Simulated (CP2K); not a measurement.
Band structure of a (101) slab of Pb (cut from a parent of space group no. 225; 8 atoms in the cell).

```yaml
crystal:
  lattice:
    - [5.07832, 0.00000, 0.00000]
    - [0.00000, 7.18183, 0.00000]
    - [0.00000, 0.00000, 19.29220]
  atoms:
    - { symbol: Pb, position: [0.00000, 0.80357, 0.45428] }
    - { symbol: Pb, position: [0.50000, 0.55357, 0.36284] }
    - { symbol: Pb, position: [0.00000, 0.30357, 0.45428] }
    - { symbol: Pb, position: [0.50000, 0.05357, 0.36284] }
    - { symbol: Pb, position: [0.00000, 0.30357, 0.63716] }
    - { symbol: Pb, position: [0.50000, 0.05357, 0.54572] }
    - { symbol: Pb, position: [0.00000, 0.80357, 0.63716] }
    - { symbol: Pb, position: [0.50000, 0.55357, 0.54572] }
```

Method of the run: CP2K with PBEsol, GPW, DZVP-MOLOPT-SR-GTH basis, GTH-PBE potentials (GTH_POTENTIALS).

Settings: CUTOFF = 400 Ry; REL_CUTOFF = 50 Ry; SMEAR/METHOD = METHFESSEL_PAXTON; SIGMA = 0.05 eV; KPOINTS/SCHEME = MONKHORST-PACK 7 5 1; XC_FUNCTIONAL = PBE:PBESOL; Pb/BASIS_SET = DZVP-MOLOPT-SR-GTH; Pb/POTENTIAL = GTH-PBE-q4; METHOD = GPW; EPS_DEFAULT = 1e-10; EXTRAPOLATION = USE_GUESS; NGRIDS = 4; SCF_GUESS = ATOMIC; EPS_SCF = 1e-07.

The starting cell comes from a database of computed structures (which also holds hypothetical and non-ambient phases and stackings), without a prior relaxation at this level. The slab is cut from that crystal, and its faces are unrelaxed. Its lattice was rescaled in the plane by a random factor within 2.5 % of one. Spin-orbit coupling is off. Values carry the incompleteness of an atom-centred basis. The potentials were made for another functional than the one used.

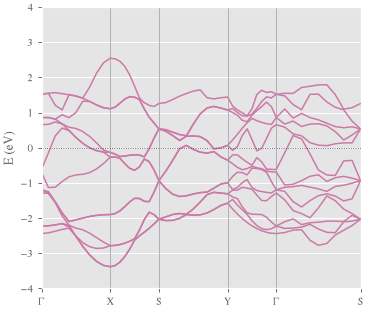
Figure: Bands along the path, energies from the Fermi level.

Levels in eV from the Fermi level, bands 13 to 18:
| point | 13 | 14 | 15 | 16 | 17 | 18 |
|---|---|---|---|---|---|---|
| Γ | -1.19 | -1.19 | -0.69 | -0.62 | 0.66 | 0.86 |
| X | -1.90 | -1.90 | -0.27 | -0.27 | -0.13 | -0.13 |
| S | -0.93 | -0.93 | -0.93 | -0.93 | 0.54 | 0.54 |
| Y | -0.99 | -0.99 | -0.35 | -0.35 | 0.07 | 0.07 |

Bands cross the Fermi level along this path, so the cell is metallic at this level.

Higher empty bands are left out: an atom-centred basis made for the valence describes them poorly.
